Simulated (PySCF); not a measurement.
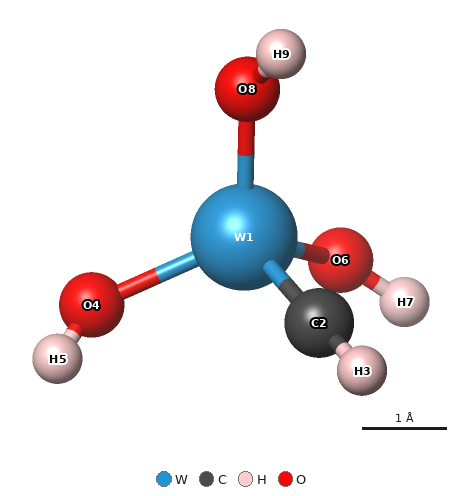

Figure 1. The input geometry (ball-and-stick view, seen at a tilt; atoms are numbered from 1 in the order of the input). Sticks mark near contacts.

Run report: CH$_{4}$O$_{3}$W, geometry relaxation

CH$_{4}$O$_{3}$W (W(CH)(OH)3), SMILES [CH]#[W]([OH])([OH])[OH], computed with PBE0-D3(BJ)/def2-SVP geometry optimisation, gas phase (PySCF 2.14.0).

It belongs to a series of runs on one base structure; here: ligand (all three): Cl to OH.

Output:
```
step   0  E = -332.80934156  max force = 0.178275
step   1  E = -332.85550308  max force = 0.031629
step   2  E = -332.85569469  max force = 0.048168
step   3  E = -332.85859208  max force = 0.007118
step   4  E = -332.85880767  max force = 0.004236
step   5  E = -332.85893526  max force = 0.002299
step   6  E = -332.85896936  max force = 0.001379
step   7  E = -332.85897949  max force = 0.000299
optimisation converged
```

Trajectory as extended XYZ (Å, eV, eV/Å), 8 frames, from step=0 to step=7:
```
9
Properties=species:S:1:pos:R:3:forces:R:3 step=0 energy=-9056.20346
W     0.0562   -0.0804   -0.3403   -0.2763   4.3402   3.1228
C     0.0051   -0.0031    1.4922    0.3906  -0.6036  -5.5481
H    -0.0203    0.0098    2.5501   -0.0543   0.0543   1.4035
O     1.9122    0.4509   -0.8963   -9.1673  -2.5869  -3.6658
H     2.6320    0.6291   -0.4619    6.4591   1.6132   4.3154
O    -1.3272    1.3669   -0.8480    3.2121  -3.5037  -0.8742
H    -1.8604    1.9564   -0.3564   -0.6651   0.7353   1.2821
O    -0.4911   -1.7932   -0.8544   -0.6013  -2.0679   1.1578
H    -0.7739   -2.6059   -0.3105    0.7025   2.0190  -1.1935
9
Properties=species:S:1:pos:R:3:forces:R:3 step=1 energy=-9057.45958
W     0.0360   -0.0386   -0.3391   -0.3680   1.6264  -1.2731
C     0.0161    0.0115    1.3810    0.1490  -0.2249   1.0896
H     0.0051    0.0158    2.4665   -0.0101   0.0434   0.2692
O     1.7991    0.4376   -0.8787   -1.1382  -0.4283  -0.6575
H     2.5750    0.6243   -0.3776    0.7885   0.2126   0.7144
O    -1.2564    1.2920   -0.8454    0.7331  -0.7715  -0.3455
H    -1.7837    1.8780   -0.3058   -0.0705   0.0688   0.3602
O    -0.4989   -1.7615   -0.8348   -0.3013  -1.1387   0.1481
H    -0.7596   -2.5284   -0.2917    0.2175   0.6121  -0.3055
9
Properties=species:S:1:pos:R:3:forces:R:3 step=2 energy=-9057.46480
W     0.0121    0.0003   -0.3681    0.5739  -1.5693   2.4769
C     0.0266    0.0147    1.4132   -0.0493   0.0259  -1.6184
H     0.0343    0.0094    2.5082    0.0014   0.0225  -0.0831
O     1.7569    0.4355   -0.8950    0.5970   0.1449  -0.2746
H     2.5283    0.6179   -0.3479   -0.1263  -0.0194   0.0142
O    -1.2225    1.2683   -0.8797   -1.0377   1.1434  -0.4106
H    -1.7388    1.8389   -0.3025   -0.0281   0.0082  -0.0181
O    -0.5124   -1.7594   -0.8565    0.1220   0.4503  -0.4033
H    -0.7518   -2.4951   -0.2974   -0.0528  -0.2066   0.3169
9
Properties=species:S:1:pos:R:3:forces:R:3 step=3 energy=-9057.54364
W     0.0165   -0.0110   -0.3556   -0.1489  -0.1259   0.3660
C     0.0311    0.0042    1.3957   -0.0183   0.0002  -0.2652
H     0.0387    0.0034    2.4899    0.0039   0.0132  -0.0479
O     1.7737    0.4275   -0.8936    0.1177  -0.0116  -0.1111
H     2.5406    0.6085   -0.3411   -0.0896  -0.0106   0.0482
O    -1.2501    1.2960   -0.8805    0.0353   0.0073  -0.0104
H    -1.7665    1.8661   -0.3025    0.0314  -0.0481   0.0354
O    -0.5071   -1.7651   -0.8532    0.0825   0.2631  -0.2062
H    -0.7440   -2.4990   -0.2848   -0.0140  -0.0876   0.1912
9
Properties=species:S:1:pos:R:3:forces:R:3 step=4 energy=-9057.54951
W     0.0126   -0.0127   -0.3603    0.1431   0.0839  -0.1577
C     0.0272    0.0034    1.3810   -0.0014  -0.0183   0.2178
H     0.0356    0.0078    2.4735    0.0016   0.0080   0.0118
O     1.7764    0.4201   -0.9005   -0.0412  -0.0430  -0.0825
H     2.5303    0.5980   -0.3319   -0.0105   0.0066   0.0733
O    -1.2475    1.2986   -0.8743   -0.0610   0.0814  -0.0558
H    -1.7571    1.8586   -0.2817    0.0024  -0.0119   0.0355
O    -0.5084   -1.7581   -0.8600   -0.0669  -0.1813  -0.0416
H    -0.7365   -2.4852   -0.2715    0.0339   0.0747  -0.0009
9
Properties=species:S:1:pos:R:3:forces:R:3 step=5 energy=-9057.55298
W     0.0122   -0.0115   -0.3684   -0.0574   0.0914  -0.0694
C     0.0296    0.0016    1.3750    0.0092  -0.0121   0.0940
H     0.0397    0.0088    2.4676    0.0012   0.0019   0.0066
O     1.7757    0.4105   -0.9077    0.0838   0.0001  -0.0242
H     2.5169    0.5857   -0.3198   -0.0276  -0.0011   0.0071
O    -1.2482    1.3094   -0.8748    0.0112   0.0039  -0.0105
H    -1.7518    1.8596   -0.2675    0.0064  -0.0114   0.0146
O    -0.5118   -1.7586   -0.8676   -0.0462  -0.1182  -0.0055
H    -0.7294   -2.4749   -0.2624    0.0194   0.0454  -0.0128
9
Properties=species:S:1:pos:R:3:forces:R:3 step=6 energy=-9057.55391
W     0.0082   -0.0088   -0.3771    0.0709  -0.0306  -0.0314
C     0.0315   -0.0004    1.3680   -0.0006   0.0060  -0.0131
H     0.0452    0.0078    2.4608    0.0004  -0.0031  -0.0050
O     1.7808    0.4007   -0.9156   -0.0352  -0.0068   0.0575
H     2.5087    0.5739   -0.3096   -0.0385  -0.0100  -0.0331
O    -1.2469    1.3208   -0.8748    0.0064  -0.0007   0.0156
H    -1.7434    1.8609   -0.2525   -0.0001   0.0016  -0.0077
O    -0.5227   -1.7601   -0.8732    0.0013   0.0594   0.0047
H    -0.7287   -2.4642   -0.2516   -0.0045  -0.0157   0.0125
9
Properties=species:S:1:pos:R:3:forces:R:3 step=7 energy=-9057.55418
W     0.0092   -0.0093   -0.3779   -0.0129  -0.0063   0.0060
C     0.0330   -0.0006    1.3671    0.0023   0.0027  -0.0087
H     0.0469    0.0069    2.4598    0.0007  -0.0017   0.0015
O     1.7794    0.3977   -0.9154    0.0154   0.0017   0.0064
H     2.5069    0.5708   -0.3100   -0.0020  -0.0019  -0.0092
O    -1.2441    1.3225   -0.8742    0.0081  -0.0014   0.0031
H    -1.7404    1.8634   -0.2526   -0.0014   0.0037  -0.0015
O    -0.5260   -1.7584   -0.8723   -0.0094   0.0032   0.0054
H    -0.7322   -2.4624   -0.2501   -0.0009   0.0001  -0.0028
```

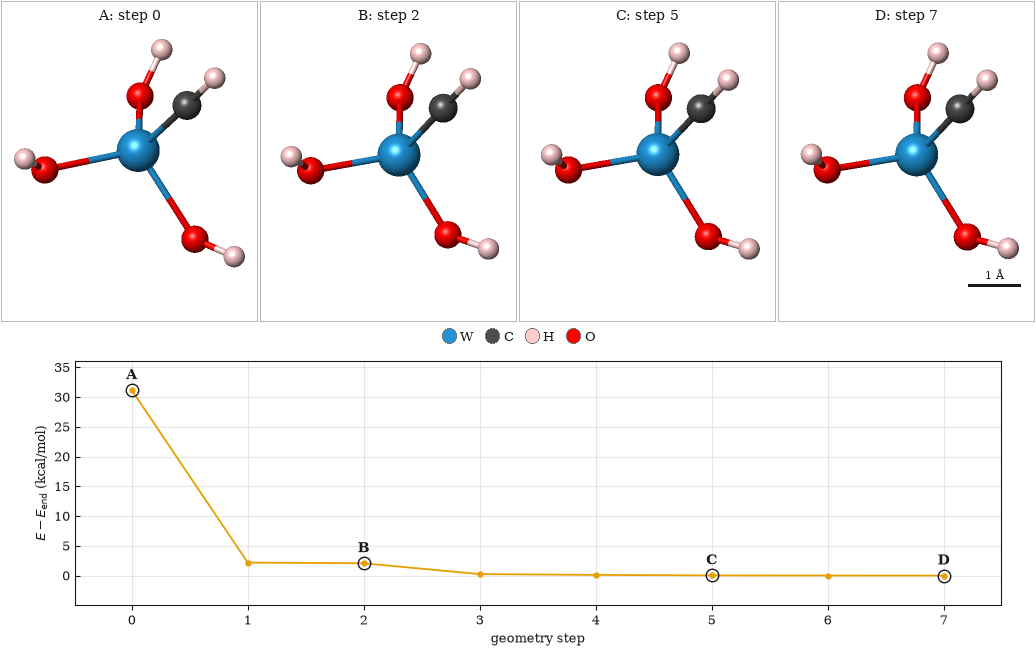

Figure 2. Frames of the relaxation (ball-and-stick view, seen at a tilt) above the curves, on which the letters mark them (steps are counted from 0).

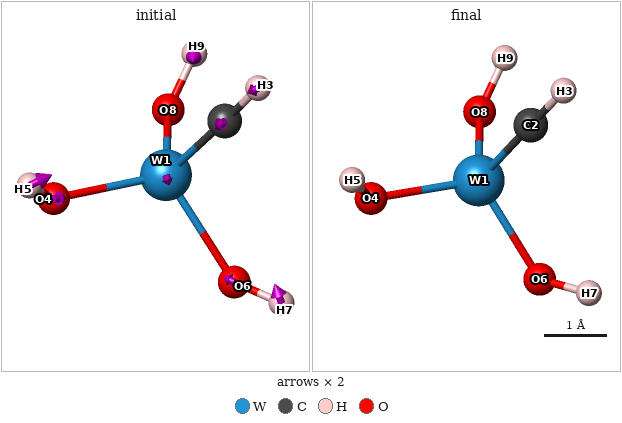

Figure 3. Before (left) and after (right) the relaxation, at one scale (ball-and-stick view, seen at a tilt). The pink arrows give the displacements, magnified 2 times. After 7 geometry steps the energy has fallen by 31.1 kcal/mol. Largest force component: 9.2 eV/Å at the start, 0.015 eV/Å at the end. The largest move after the best rigid fit is that of H5, 0.21 Å. By element the largest moves are H 0.21 Å, O 0.14 Å, C 0.13 Å, W 0.09 Å. Among the contacts that change: W1–O6 2.065 → 1.895 Å, W1–O4 2.009 → 1.894 Å, O4–H5 0.859 → 0.962 Å, W1–C2 1.835 → 1.745 Å. Among the angles that change: W1–O4–H5 133.5° → 124.5°, W1–O8–H9 131.7° → 124.6°, C2–W1–O6 101.4° → 105.5°. (Atoms are counted from 1 in the order of the input.)

This output came from the following input.

Input file:
```
{"job": {"xc": "PBE0", "basis": "def2-SVP", "d3": "d3bj", "grid": 1, "maxiter": 30, "shake": 0.03, "kind": "geom"}, "charge": 0, "multiplicity": 1}
W      0.056230    -0.080400    -0.340290
C      0.005130    -0.003090     1.492150
H     -0.020280     0.009830     2.550050
O      1.912170     0.450860    -0.896350
H      2.631980     0.629140    -0.461910
O     -1.327150     1.366910    -0.848000
H     -1.860370     1.956380    -0.356380
O     -0.491110    -1.793220    -0.854440
H     -0.773850    -2.605850    -0.310490
```

The first line tells a small driver script what to run in PySCF; the rest is the geometry in Å.

Command:
```bash
OMP_NUM_THREADS=1 python <driver script> task.json out
```

Results in brief:

- outcome: converged
- total energy: −332.858979 hartree
- dipole moment: 1.95 D
- point group: C3v
- hardware: 1 CPU thread, shared host
- wall time: 46 s
- peak memory: 0.42 GiB
